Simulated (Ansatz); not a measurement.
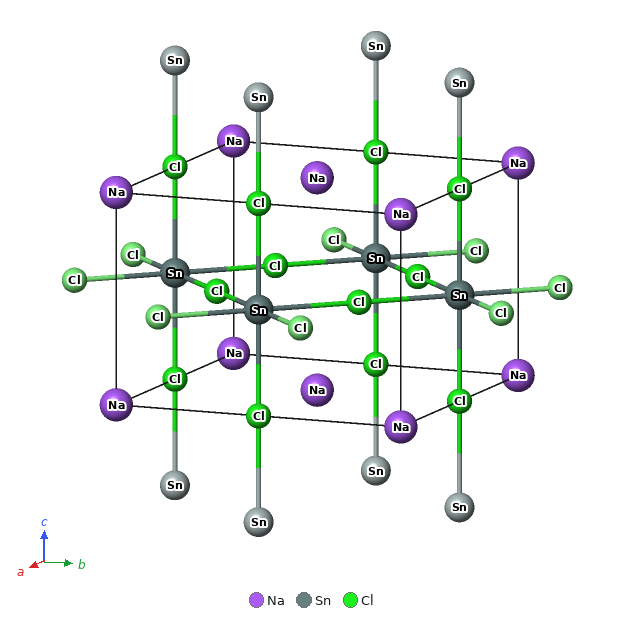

Ball-and-stick model, viewed slightly off an axis. The box is the conventional unit cell; atoms on or close to its faces, edges and corners are drawn wherever they repeat. Atoms just outside the outline that bond to atoms inside are added, in fainter colours.

NaSnCl₃, space group Cmmm (No. 65), a = 7.740 Å, b = 7.896 Å, c = 5.528 Å, α = 90.00°, β = 90.00°, γ = 90.00°. Provenance: a structure type filled with these elements by a generator (whether the compound takes this form wasn't checked). The cell was then strained or its atoms displaced on purpose. It went into a calculation with Ansatz.

This one geometry was computed with Ansatz (DFT, plane waves, PAW) at three levels of theory: PBE, HSE06 and r2SCAN. It was relaxed with r2SCAN and then strained.

How does the band gap change with the level of theory?

Answer. PBE: a gap of 0.62 eV, indirect; r2SCAN: a gap of 0.91 eV, direct; HSE06: a gap of 1.18 eV, indirect.

Collect the results in a table.

Answer.
| level | cutoff (eV) | k-mesh of the run's cell | gap (eV) | pressure (GPa) |
| --- | --- | --- | --- | --- |
| PBE | 420 | 6×6×6 | 0.62 | 0.4 |
| HSE06 | 420 | 4×4×4 | 1.18 | 0.3 |
| r2SCAN | 500 | 6×6×6 | 0.91 | -0.1 |

Gaps are taken on the k-mesh or band path of each run.
